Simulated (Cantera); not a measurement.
Feed: 1 mol Al2O3, 0.21 mol H2O, equilibrated at 840 Pa.

Method: chemical equilibrium by Gibbs-energy minimisation in Cantera with the NASA 1993 tables (ideal gas, pure condensed phases). Candidate condensed phases: Al, Al2O3, H2O; 19 gas species. The tables' values for AlOH are old estimates; treat these amounts as uncertain. Kinetics and transport are ignored.

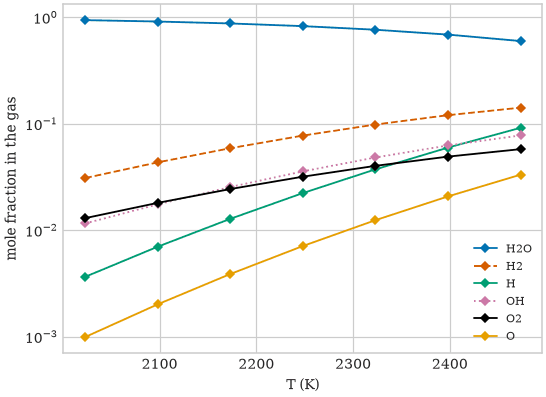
Figure. Equilibrium gas composition (values under 1e-9 drawn at 1e-9)

From 2023 K to 2323 K the condensed part is Al2O3(s). From 2398 K to 2473 K the condensed part is Al2O3(l). The main Al-bearing gas is AlO2H throughout.
